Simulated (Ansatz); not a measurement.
# CH5FOSn (SMILES C[O][SnH2][F]): BHLYP/def2-SVP (core potential)

What is the vertical ionisation energy of CH5FOSn at BHLYP/def2-SVP (core potential)? 

Program for the calculation: Ansatz 0.2.0.

97 further runs of the same task are left out: 97 set aside as unsound or not needed. Runs told in other sessions of the task aren't counted.

## 1. The system as given

The species is CH5FOSn (9 atoms), meant as a singlet with charge 0. SMILES: `C[O][SnH2][F]`. The shape is that of a PBE0-D4/def2-TZVP optimisation. This is one conformer, not always the lowest.

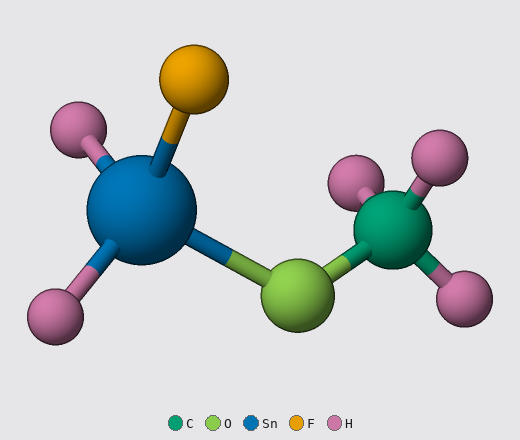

Viewed from a chosen angle; carbon teal, oxygen green, tin blue, fluorine amber, hydrogen pink.

## 2. A single-point energy at BHLYP/def2-SVP (core potential)

Input file job.yaml:

```yaml
crystal:
  periodic: [false, false, false]
  atoms:
    - {symbol: C, position_ang: [0.518500, 1.372900, 0.070100]}
    - {symbol: O, position_ang: [0.868000, 0.081800, -0.373800]}
    - {symbol: Sn, position_ang: [-0.399500, -1.388400, -0.243800]}
    - {symbol: F, position_ang: [-0.697400, -1.629400, 1.640500]}
    - {symbol: H, position_ang: [1.313300, 2.060500, -0.231100]}
    - {symbol: H, position_ang: [-0.420600, 1.731700, -0.373400]}
    - {symbol: H, position_ang: [0.422100, 1.418200, 1.160900]}
    - {symbol: H, position_ang: [-1.916000, -0.924300, -0.859900]}
    - {symbol: H, position_ang: [0.399900, -2.769100, -0.806400]}
basis:
  gaussian:
    orbitals: def2-SVP
hamiltonian:
  xc: {name: BHLYP}
accuracy: high
output: {orbitals: {seedname: orbitals}}
```

The run is started by

```sh
$ ansatz run job.yaml --threads 1 --pin off --max-ram 3480MiB --events-out events.jsonl --progress --plain --runs-dir runs
```

Standard output:

```text
Warning: RAYON_NUM_THREADS=1 ignored (pool sized by the plan → 1); use --threads N
Functional definition: BHLYP
  name "BHLYP"
  parameter a = 0.5
  exchange = (1 - a)*b88_x + a*exact_x
  correlation = lyp_c
2253 factors; integrals over basis functions are off by at most 3.4e-9 eV
mean field evaluation 1: about -11699.2237 eV, gradient 5.2e1 eV
mean field evaluation 2: about -11695.8781 eV, gradient 6.9e1 eV
mean field evaluation 4: about -11704.1999 eV, gradient 2.7e0 eV
mean field evaluation 8: about -11704.5718 eV, gradient 2.2e-1 eV
mean field evaluation 16: about -11704.5720 eV, gradient 1.1e-4 eV
mean field -11704.57197172 eV, -430.1350863170 hartree, gradient 8.2e-8 eV, S^2 0.000000; 0 other end points of the search recorded, 0 dependent functions left out
reference -11704.57200137 eV, -430.1350874064 hartree; 25, 25 occupied and 68, 68 virtual orbitals, 2253 factors
Total energy: -11704.57200137 eV, -430.1350874064 hartree
```

Run time: 9.9 s. Hardware: 1 thread of Arm Neoverse V2, shared host; peak memory 0.34 GiB.

## 3. The doublet cation

Input file run.yaml:

```yaml
crystal:
  periodic: [false, false, false]
  atoms:
    - symbol: C
      position_ang: [0.518500, 1.372900, 0.070100]
    - symbol: O
      position_ang: [0.868000, 0.081800, -0.373800]
    - symbol: Sn
      position_ang: [-0.399500, -1.388400, -0.243800]
    - symbol: F
      position_ang: [-0.697400, -1.629400, 1.640500]
    - symbol: H
      position_ang: [1.313300, 2.060500, -0.231100]
    - symbol: H
      position_ang: [-0.420600, 1.731700, -0.373400]
    - symbol: H
      position_ang: [0.422100, 1.418200, 1.160900]
    - symbol: H
      position_ang: [-1.916000, -0.924300, -0.859900]
    - symbol: H
      position_ang: [0.399900, -2.769100, -0.806400]
basis:
  gaussian:
    orbitals: def2-SVP
hamiltonian:
  xc: {name: BHLYP}
magnetization:
  spin_polarized: true
  initial_magnetization: 1
accuracy: high
total_charge: 1
output:
  orbitals: {seedname: orbitals}
```

The run is started by

```sh
$ ansatz run run.yaml --threads 1 --pin off --max-ram 3480MiB --events-out events.jsonl --progress --plain --runs-dir runs
```

Standard output:

```text
Warning: RAYON_NUM_THREADS=1 ignored (pool sized by the plan → 1); use --threads N
[... 5 set-up lines as earlier in the session ...]
2254 factors; integrals over basis functions are off by at most 3.4e-9 eV
mean field evaluation 1: about -11677.0790 eV, gradient 6.1e1 eV
mean field evaluation 2: about -11607.4460 eV, gradient 1.3e2 eV
mean field evaluation 4: about -11690.8903 eV, gradient 2.7e1 eV
mean field evaluation 8: about -11694.3044 eV, gradient 1.4e0 eV
mean field evaluation 16: about -11694.4137 eV, gradient 5.2e-2 eV
mean field evaluation 32: about -11694.4144 eV, gradient 2.0e-5 eV
mean field -11694.41439997 eV, -429.7618024402 hartree, gradient 4.4e-8 eV, S^2 0.756704; 2 other end points of the search recorded, 0 dependent functions left out
reference -11694.41442874 eV, -429.7618034974 hartree; 25, 24 occupied and 68, 69 virtual orbitals, 2254 factors
Total energy: -11694.41442874 eV, -429.7618034974 hartree
```

Run time: 31 s. Hardware: 1 thread of Arm Neoverse V2, shared host; peak memory 0.5 GiB.

## 4. What came out

At BHLYP/def2-SVP (core potential):

| quantity | value |
| --- | --- |
| singlet CH5FOSn: total energy | -430.13509 Eh |
| singlet CH5FOSn: HOMO energy | -9.44 eV |
| singlet CH5FOSn: LUMO energy | 0.72 eV |
| singlet CH5FOSn: HOMO–LUMO gap | 10.16 eV |
| doublet cation: total energy | -429.76180 Eh |
| doublet cation: HOMO energy (highest over α and β) | -16.03 eV |
| doublet cation: LUMO energy (lowest over α and β) | -10.96 eV |
| doublet cation: ⟨S²⟩ | 0.757 |
| vertical ionisation energy (to the doublet cation) | 10.158 eV |

**Reading.** The vertical ionisation energy comes to 10.16 eV (980 kJ/mol). The negative HOMO energy of the first species, 9.44 eV, lies 0.72 eV below that difference.
